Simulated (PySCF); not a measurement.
C4H4S, SMILES `c1ccsc1`.

Method: B3LYP/def2-SVP; geometry: GFN2-xTB; program: PySCF. No frequency check shows the geometry to be a minimum. GFN2-xTB bond lengths at metals and heavier atoms can be off by up to 0.1 Å and shapes distorted, which carries into these values.

Cartesian coordinates (Å):

```
C1       1.2655    0.7073    0.0000
C2       1.2656   -0.7072    0.0000
C3       0.0126   -1.2258    0.0000
S4      -1.1929   -0.0000    0.0000
C5       0.0125    1.2258    0.0000
H6       2.1593    1.3051    0.0000
H7       2.1594   -1.3049    0.0000
H8      -0.2847   -2.2555    0.0000
H9      -0.2849    2.2554    0.0000
```

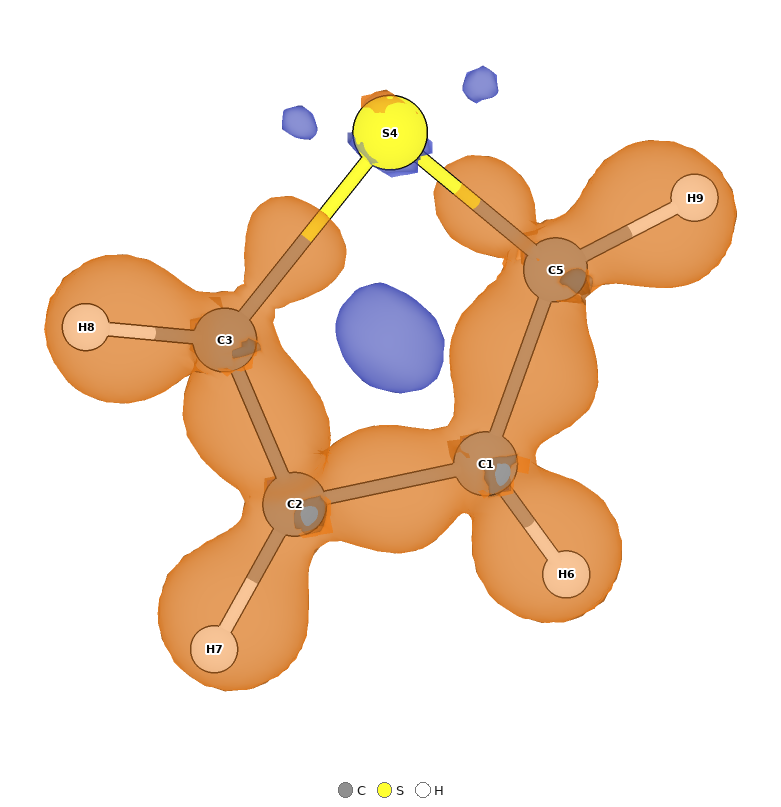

Deformation density (molecule less spherical, spin-averaged free atoms at the same positions), surfaces at ±0.16 e/Å³; orange: gain, blue: loss.

> Describe the bonding that the map shows.

C3–H8 and C5–H9: +0.73 e/Å³ at the bond critical point (bond length 1.07 Å, Mayer order 1.0). C1–H6 and C2–H7: +0.71 e/Å³ at the bond critical point (bond length 1.07 Å, Mayer order 1.0). C2–C3 and C1–C5: +0.65 e/Å³ at the bond critical point (bond length 1.36 Å, Mayer order 1.6). C1–C2: +0.58 e/Å³ at the bond critical point (bond length 1.42 Å, Mayer order 1.3). S4–C5 and C3–S4: +0.33 e/Å³ at the bond critical point (bond length 1.72 Å, Mayer order 1.2). In all, 2.0 electrons gather in the regions of gain relative to the promolecule.

> Where do the Hirshfeld charges lie?

The highest Hirshfeld charge is on S4 (+0.11 e), the lowest on C3 and C5 (−0.08 e).

```csv
atom,charge (e)
C1,−0.07
C2,−0.07
C3,−0.08
S4,+0.11
C5,−0.08
H6,+0.05
H7,+0.05
H8,+0.05
H9,+0.05
```

The PySCF run took 6.5 s on 1 thread of AMD EPYC 7R43 64-Core Processor (Zen 3), with other jobs on the host, peak memory 0.4 GiB.
